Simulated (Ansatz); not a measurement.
# AlH₂O (quartet): wave-function methods side by side, cc-pVTZ

How much of the correlation energy of AlH₂O (quartet) does each wave-function method recover here?

Method: cc-pVTZ, core rule «outside noble gas», up to 6 orbitals frozen; program: Ansatz 0.2.0, Gaussian basis.

To be run: UHF; CCSD(T) on ROHF; CCSD(T) on UHF; BCCD(T) on ROHF; CCSDT(Q) on ROHF; CCSDT(Q) on UHF.

15 further runs of the same task are left out: 10 for a known fault of the program, 5 set aside as unsound or not needed.

### 1 The system

The geometry is a PBE0/def2-TZVP stationary point (not a proven minimum).

4 atoms, charge 0, spin multiplicity 4.

Atoms are counted from 1 here; the program's logs count them from 0.

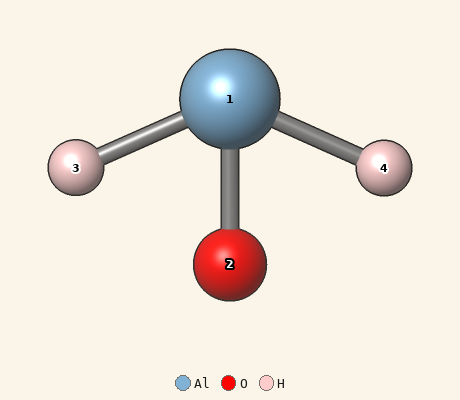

The structure; aluminium light blue, oxygen red, hydrogen pink; atoms are numbered from 1 in the order of the file.

As a file:

```csv
atom,x (Å),y (Å),z (Å)
Al1,0.00000,0.00000,0.65353
O2,0.00000,0.00000,-1.09301
H3,0.00000,-1.62210,-0.07230
H4,0.00000,1.62210,-0.07230
```

In the tables R marks a restricted open-shell determinant and U an unrestricted one; energies count from the table's Hartree-Fock row.

### 2 UHF

The input, in.yaml:

```yaml
crystal:
  periodic: [false, false, false]
  atoms:
    - {symbol: Al, position_ang: [0.000000, 0.000000, 0.653528]}
    - {symbol: O, position_ang: [0.000000, 0.000000, -1.093006]}
    - {symbol: H, position_ang: [0.000000, -1.622098, -0.072304]}
    - {symbol: H, position_ang: [0.000000, 1.622098, -0.072304]}
basis:
  gaussian: {orbitals: cc-pVTZ}
magnetization: {spin_polarized: true, initial_magnetization: 3}
hamiltonian: {xc: hf}
output: {orbitals: {seedname: orbitals}}
```

Launch:

```sh
ansatz run in.yaml --threads 1 --pin off --events-out ev --progress --plain --max-ram 2560MiB --backend cpu
```

Log:

```text
Functional definition: HF
  name "HF"
  cite "Fock, Z. Phys. 61, 126 (1930) doi:10.1007/BF01340294"
  parent pbe
  exchange = exact_x
  correlation = 0
678 factors; their error is unknown
mean field evaluation 1: about -8645.0624 eV, gradient 1.8e1 eV
mean field evaluation 2: about -8646.2060 eV, gradient 1.6e1 eV
mean field evaluation 4: about -8647.3026 eV, gradient 1.0e0 eV
mean field evaluation 8: about -8647.3517 eV, gradient 1.3e-1 eV
mean field evaluation 16: about -8647.4634 eV, gradient 2.3e-5 eV
mean field evaluation 32: about -8647.1169 eV, gradient 1.0e0 eV
mean field evaluation 64: about -8640.4637 eV, gradient 2.2e1 eV
mean field evaluation 96: about -8647.3313 eV, gradient 6.7e-1 eV
mean field -8647.46337378 eV, -317.7884175253 hartree, gradient 7.7e-6 eV, S^2 3.835056; 2 other end points of the search recorded, 0 dependent functions left out
reference -8647.46337378 eV, -317.7884175253 hartree; 13, 10 occupied and 79, 82 virtual orbitals, 678 factors
Total energy: -8647.46337378 eV, -317.7884175253 hartree
```

It took 2.3 s on 1 thread of AMD EPYC 7R13, shared host.

From the report: ⟨S²⟩ of the determinant 3.835 (pure quartet: 3.75).

### 3 CCSD(T) on ROHF

in.yaml: that of step 2 with these lines changed.

```diff
@@ -9,4 +9,3 @@
   gaussian: {orbitals: cc-pVTZ}
-magnetization: {spin_polarized: true, initial_magnetization: 3}
-hamiltonian: {xc: hf}
-output: {orbitals: {seedname: orbitals}}
+magnetization: {spin_polarized: false, initial_magnetization: 3}
+correlation: {method: ccsd_t, electrons: outside_noble_gas}
```

Launch:

```sh
ansatz run in.yaml --threads 2 --pin off --events-out ev --progress --plain --max-ram 15360MiB --backend cuda --devices 0, --max-vram 18GiB
```

Log (excerpt; [...] marks lines left out):

```text
Functional definition: HF
  name "HF"
  cite "Fock, Z. Phys. 61, 126 (1930) doi:10.1007/BF01340294"
  parent pbe
[...]
545 factors; integrals over basis functions are off by at most 1.3e-3 eV
[...]
mean field -8646.79233617 eV, -317.7637573479 hartree, gradient 2.9e-6 eV, S^2 3.750000; 19 other end points of the search recorded, 0 dependent functions left out
[...]
determinant -8646.79233617 eV, -317.7637573479 hartree, with singles and doubles -8655.60962567 eV, -318.0877867604 hartree
determinant -8646.75938289 eV, -317.7625463371 hartree, with singles and doubles -8655.76363082 eV, -318.0934463455 hartree
determinant -8646.74278110 eV, -317.7619362328 hartree, with singles and doubles -8655.74050936 eV, -318.0925966472 hartree
determinant -8646.63572449 eV, -317.7580019749 hartree, with singles and doubles -8655.03682496 eV, -318.0667367228 hartree
[...]
determinant -8644.51582850 eV, -317.6800972342 hartree, with singles and doubles -8653.35072696 eV, -318.0047737641 hartree
determinant -8646.79233617 eV, -317.7637573479 hartree, with singles and doubles -8655.63578067 eV, -318.0887479391 hartree
determinant -8646.75938289 eV, -317.7625463371 hartree, with singles and doubles -8655.71610890 eV, -318.0916999468 hartree
determinant -8646.74278110 eV, -317.7619362328 hartree, with singles and doubles -8655.69671297 eV, -318.0909871597 hartree
6 core orbitals not correlated: weight in the atoms' cores, before any rotation towards them, 1.000 or more for the frozen orbitals, at most 0.000 for the correlated occupied ones
reference -8646.75938289 eV, -317.7625463371 hartree; 7, 4 occupied and 79, 82 virtual orbitals, 545 factors
second order -7.60406407 eV of doubles, -0.37286784 eV of singles
cycle   1  -8.95672614 eV  change   -1.3e-7 eV  update   2.7e-6
perturbative correction -0.38494976 eV, -0.0141466427 hartree
Total energy: -8656.10105879 eV, -318.1058465943 hartree
```

Run time: 21 s. Hardware: 1 × H100 (card shared with other runs) with 2 threads of AMD EPYC 7R13, shared host; peak host memory 0.82 GiB.

From the report: correlation -9.3417 eV; T1 0.074; largest double amplitude 0.06.

### 4 CCSD(T) on UHF

in.yaml: that of step 3 with these lines changed.

```diff
@@ -9,3 +9,3 @@
   gaussian: {orbitals: cc-pVTZ}
-magnetization: {spin_polarized: false, initial_magnetization: 3}
+magnetization: {spin_polarized: true, initial_magnetization: 3}
 correlation: {method: ccsd_t, electrons: outside_noble_gas}
```

Same command.

Log (excerpt; [...] marks lines left out):

```text
Functional definition: HF
  name "HF"
  cite "Fock, Z. Phys. 61, 126 (1930) doi:10.1007/BF01340294"
  parent pbe
[...]
545 factors; integrals over basis functions are off by at most 1.3e-3 eV
[...]
mean field -8647.46352249 eV, -317.7884229904 hartree, gradient 2.9e-6 eV, S^2 3.835056; 14 other end points of the search recorded, 0 dependent functions left out
determinant -8647.46352249 eV, -317.7884229904 hartree, with singles and doubles -8655.77615799 eV, -318.0939067104 hartree
determinant -8647.13357127 eV, -317.7762975065 hartree, with singles and doubles -8655.06317401 eV, -318.0677050324 hartree
determinant -8645.98495298 eV, -317.7340865629 hartree, with singles and doubles -8653.79831862 eV, -318.0212224541 hartree
determinant -8645.19591052 eV, -317.7050897874 hartree, with singles and doubles -8653.16370420 eV, -317.9979008045 hartree
determinant -8645.07599229 eV, -317.7006828737 hartree, with singles and doubles -8652.99695381 eV, -317.9917728405 hartree
determinant -8644.97951624 eV, -317.6971374441 hartree, with singles and doubles -8653.34277588 eV, -318.0044815674 hartree
6 core orbitals not correlated: weight in the atoms' cores, before any rotation towards them, 1.000 or more for the frozen orbitals, at most 0.000 for the correlated occupied ones
reference -8647.46352249 eV, -317.7884229904 hartree; 7, 4 occupied and 79, 82 virtual orbitals, 545 factors
second order -7.30755679 eV of doubles, -0.00000000 eV of singles
cycle   1  -8.22700848 eV  change   -8.2e-1 eV  update   2.8e-2
[...]
cycle  11  -8.28021447 eV  change   -3.2e-6 eV  update   1.3e-5
perturbative correction -0.36143201 eV, -0.0132823814 hartree
Total energy: -8656.10516898 eV, -318.1059976411 hartree
```

Wall time 4.6 s (1 × H100 (card shared with other runs) with 2 threads of AMD EPYC 7R13, shared host); peak host memory 0.81 GiB.

From the report: ⟨S²⟩ of the determinant 3.835 (pure quartet: 3.75); correlation -8.6416 eV; T1 0.053; largest double amplitude 0.06.

### 5 BCCD(T) on ROHF

in.yaml: that of step 4 with these lines changed.

```diff
@@ -9,3 +9,3 @@
   gaussian: {orbitals: cc-pVTZ}
-magnetization: {spin_polarized: true, initial_magnetization: 3}
-correlation: {method: ccsd_t, electrons: outside_noble_gas}
+magnetization: {spin_polarized: false, initial_magnetization: 3}
+correlation: {method: bccd_t, electrons: outside_noble_gas}
```

Launched as before.

Log (excerpt; [...] marks lines left out):

```text
Functional definition: HF
  name "HF"
  cite "Fock, Z. Phys. 61, 126 (1930) doi:10.1007/BF01340294"
  parent pbe
[...]
545 factors; integrals over basis functions are off by at most 1.3e-3 eV
[...]
mean field -8646.79233617 eV, -317.7637573479 hartree, gradient 2.9e-6 eV, S^2 3.750000; 19 other end points of the search recorded, 0 dependent functions left out
[...]
determinant -8646.79233617 eV, -317.7637573479 hartree, with singles and doubles -8655.60962567 eV, -318.0877867604 hartree
determinant -8646.75938289 eV, -317.7625463371 hartree, with singles and doubles -8655.76363082 eV, -318.0934463455 hartree
determinant -8646.74278110 eV, -317.7619362328 hartree, with singles and doubles -8655.74050936 eV, -318.0925966472 hartree
determinant -8646.63572449 eV, -317.7580019749 hartree, with singles and doubles -8655.03682496 eV, -318.0667367228 hartree
[...]
determinant -8646.79233617 eV, -317.7637573479 hartree, with singles and doubles -8655.63578067 eV, -318.0887479391 hartree
determinant -8646.75938289 eV, -317.7625463371 hartree, with singles and doubles -8655.71610890 eV, -318.0916999468 hartree
determinant -8646.74278110 eV, -317.7619362328 hartree, with singles and doubles -8655.69671297 eV, -318.0909871597 hartree
6 core orbitals not correlated: weight in the atoms' cores, before any rotation towards them, 1.000 or more for the frozen orbitals, at most 0.000 for the correlated occupied ones
reference -8646.75938289 eV, -317.7625463371 hartree; 7, 4 occupied and 79, 82 virtual orbitals, 545 factors
second order -7.60406407 eV of doubles, -0.37286784 eV of singles
cycle   1  -8.88378015 eV  change    7.3e-2 eV  update   4.7e-2
[...]
cycle  11  -8.90639708 eV  change   -2.8e-6 eV  update   1.3e-5
perturbative correction -0.44927892 eV, -0.0165106958 hartree
Total energy: -8656.11505889 eV, -318.1063610885 hartree
```

Wall time 7.5 s (1 × H100 (card shared with other runs) with 2 threads of AMD EPYC 7R13, shared host); peak host memory 0.82 GiB.

From the report: correlation -9.3557 eV; largest double amplitude 0.06.

### 6 CCSDT(Q) on ROHF

in.yaml: that of step 5 with these lines changed.

```diff
@@ -10,2 +10,2 @@
 magnetization: {spin_polarized: false, initial_magnetization: 3}
-correlation: {method: bccd_t, electrons: outside_noble_gas}
+correlation: {method: ccsdt_q, electrons: outside_noble_gas}
```

Same command.

Log (excerpt; [...] marks lines left out):

```text
Functional definition: HF
  name "HF"
  cite "Fock, Z. Phys. 61, 126 (1930) doi:10.1007/BF01340294"
  parent pbe
[...]
1201 factors; integrals over basis functions are off by at most 1.5e-7 eV
[...]
mean field -8646.79241717 eV, -317.7637603244 hartree, gradient 2.6e-6 eV, S^2 3.750000; 19 other end points of the search recorded, 0 dependent functions left out
[...]
determinant -8646.79241717 eV, -317.7637603244 hartree, with singles and doubles -8655.60969818 eV, -318.0877894252 hartree
determinant -8646.75946312 eV, -317.7625492856 hartree, with singles and doubles -8655.76370678 eV, -318.0934491368 hartree
determinant -8646.74286167 eV, -317.7619391934 hartree, with singles and doubles -8655.74058396 eV, -318.0925993887 hartree
determinant -8646.63580115 eV, -317.7580047921 hartree, with singles and doubles -8655.03689955 eV, -318.0667394639 hartree
[...]
determinant -8646.79241717 eV, -317.7637603244 hartree, with singles and doubles -8655.63583105 eV, -318.0887497903 hartree
determinant -8646.75946312 eV, -317.7625492856 hartree, with singles and doubles -8655.71615975 eV, -318.0917018155 hartree
determinant -8646.74286167 eV, -317.7619391934 hartree, with singles and doubles -8655.69676395 eV, -318.0909890333 hartree
6 core orbitals not correlated: weight in the atoms' cores, before any rotation towards them, 1.000 or more for the frozen orbitals, at most 0.000 for the correlated occupied ones
reference -8646.75946312 eV, -317.7625492856 hartree; 7, 4 occupied and 79, 82 virtual orbitals, 1201 factors
second order -7.60407316 eV of doubles, -0.37286671 eV of singles
cycle   1  -8.24679755 eV  change   -2.6e-1 eV  update   1.4e-1
[...]
cycle  24  -9.39049368 eV  change   -3.7e-7 eV  update   1.0e-6
perturbative correction -0.04121203 eV, -0.0015145142 hartree
Total energy: -8656.19116883 eV, -318.1091580773 hartree
```

Run time: 20 s. Hardware: 1 × H100 (card shared with other runs) with 2 threads of AMD EPYC 7R13, shared host; peak host memory 1.2 GiB.

From the report: correlation -9.4317 eV; T1 0.077; largest double amplitude 0.09.

### 7 CCSDT(Q) on UHF

in.yaml: that of step 6 with these lines changed.

```diff
@@ -9,3 +9,3 @@
   gaussian: {orbitals: cc-pVTZ}
-magnetization: {spin_polarized: false, initial_magnetization: 3}
+magnetization: {spin_polarized: true, initial_magnetization: 3}
 correlation: {method: ccsdt_q, electrons: outside_noble_gas}
```

Same command.

Log (excerpt; [...] marks lines left out):

```text
Functional definition: HF
  name "HF"
  cite "Fock, Z. Phys. 61, 126 (1930) doi:10.1007/BF01340294"
  parent pbe
[...]
1201 factors; integrals over basis functions are off by at most 1.5e-7 eV
[...]
mean field -8647.46359968 eV, -317.7884258269 hartree, gradient 9.7e-7 eV, S^2 3.835056; 14 other end points of the search recorded, 0 dependent functions left out
determinant -8647.46359968 eV, -317.7884258269 hartree, with singles and doubles -8655.77623158 eV, -318.0939094147 hartree
determinant -8647.13364774 eV, -317.7763003167 hartree, with singles and doubles -8655.06324505 eV, -318.0677076431 hartree
determinant -8645.98503566 eV, -317.7340896014 hartree, with singles and doubles -8653.79840673 eV, -318.0212256921 hartree
determinant -8645.19597195 eV, -317.7050920449 hartree, with singles and doubles -8653.16376957 eV, -317.9979032068 hartree
determinant -8645.07606436 eV, -317.7006855221 hartree, with singles and doubles -8652.99703823 eV, -317.9917759429 hartree
determinant -8644.97958533 eV, -317.6971399834 hartree, with singles and doubles -8653.34284367 eV, -318.0044840584 hartree
6 core orbitals not correlated: weight in the atoms' cores, before any rotation towards them, 1.000 or more for the frozen orbitals, at most 0.000 for the correlated occupied ones
reference -8647.46359968 eV, -317.7884258269 hartree; 7, 4 occupied and 79, 82 virtual orbitals, 1201 factors
second order -7.30756082 eV of doubles, -0.00000000 eV of singles
cycle   1  -7.65637924 eV  change   -3.5e-1 eV  update   1.2e-1
[...]
cycle  25  -8.69201208 eV  change   -5.4e-7 eV  update   8.2e-7
perturbative correction -0.04060338 eV, -0.0014921465 hartree
Total energy: -8656.19621514 eV, -318.1093435258 hartree
```

Wall time 15 s (1 × H100 (card shared with other runs) with 2 threads of AMD EPYC 7R13, shared host); peak host memory 1.1 GiB.

From the report: ⟨S²⟩ of the determinant 3.835 (pure quartet: 3.75); correlation -8.7326 eV; T1 0.055; largest double amplitude 0.09.

### 8 The ladder

The yardstick is UCCSDT(Q), where the cluster series has nearly closed. Rows without a time come out of other runs: HF, MP2 and CCSD of CCSD(T), CCSDT of CCSDT(Q).

Differences are taken before rounding.

```csv
method,energy from the lowest RHF (meV),from UCCSDT(Q) (meV),time
RHF,0.0,+9403.9,
UHF,-671.2,+8732.7,
RMP2,-7944.0,+1459.9,
UMP2,-7978.7,+1425.1,
RCCSD,-8923.8,+480.1,
UCCSD,-8951.4,+452.5,
RCCSD(T),-9308.7,+95.2,21 s
UCCSD(T),-9312.8,+91.0,4.6 s
BCCD(T),-9322.7,+81.2,7.5 s
RCCSDT,-9357.6,+46.3,
UCCSDT,-9363.3,+40.6,
RCCSDT(Q),-9398.8,+5.0,20 s
UCCSDT(Q),-9403.9,0,15 s
```

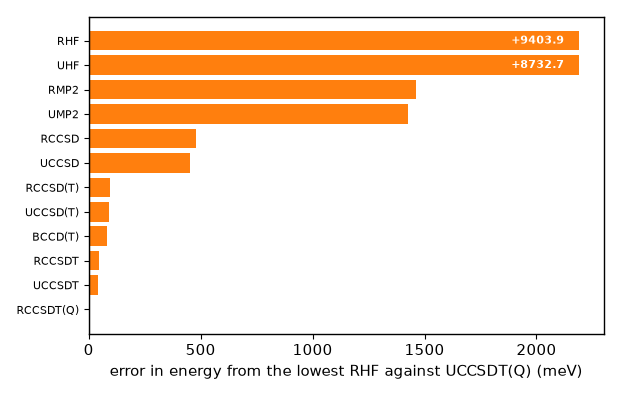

Deviations from UCCSDT(Q), method by method. Bars with a number in them are cut short.

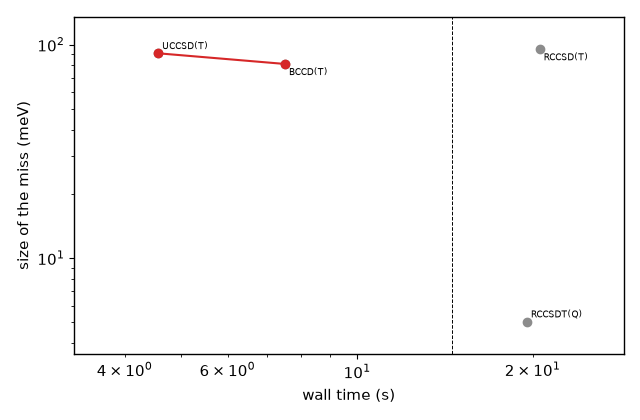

Accuracy for the time spent; red marks the levels that beat every quicker one drawn (of those quicker than the yardstick), and the dashed line is the time of UCCSDT(Q). Times are from a shared host.

With the free atoms at the same levels and basis (separate runs), the atomisation energy is 5.544 eV at UCCSDT(Q), 5.475 eV at RCCSD(T), 5.475 eV at UCCSD(T), 2.268 eV at RHF.

### 9 What came out

| quantity | value |
| --- | --- |
| UCCSDT(Q) below the RHF energy | -9.4039 eV |
| RMP2 from UCCSDT(Q) | +1459.9 meV |
| UMP2 from UCCSDT(Q) | +1425.1 meV |
| RCCSD from UCCSDT(Q) | +480.1 meV |
| RCCSD(T) from UCCSDT(Q) | +95.2 meV |
| UCCSD(T) from UCCSDT(Q) | +91.0 meV |
| RCCSDT(Q) from UCCSDT(Q) | +5.0 meV |
| levels within 1 kcal/mol (43 meV) | UCCSDT, RCCSDT(Q) |
| T1 diagnostic | 0.074 |

What this shows: RCCSD(T) lands +95.2 meV from the yardstick (1.0 % of the correlation energy). Coupled cluster took another determinant than the lowest Hartree-Fock one. These misses are within one basis, not against nature; the frozen cores of restricted and unrestricted runs differ, which can shift their rows.

BCCD(T) reaches 81.2 meV from the reference in 7.5 s, where UCCSDT(Q) took 15 s; the quickest level in the cost chart, UCCSD(T), takes 4.6 s and misses by 91.0 meV.
